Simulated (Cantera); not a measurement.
Charge: 1 mol MgO, 2.2 mol CO, 0.52 mol H2, 0.53 mol CH4, equilibrated at 0.000100 bar.

Cantera equilibrium calculation (NASA polynomials, part measured and part estimated; ideal gas, pure solids and liquids). Candidate condensed phases: C, C6H6, C7H8, C8H18, H2O, Mg, MgCO3, MgO, Mg(OH)2; 116 gas species. The tables' values for MgH are old estimates; treat these amounts as uncertain. Rates play no part.

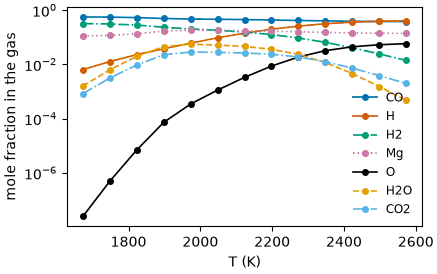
Figure: Equilibrium gas composition (values under 1e-9 drawn at 1e-9)

Q: Read off the mole fractions at 1973 K.

A: CO about 0.47, H2 about 0.20, Mg about 0.18, H about 0.061, H2O about 0.055, CO2 about 0.029, O about 0.00035.
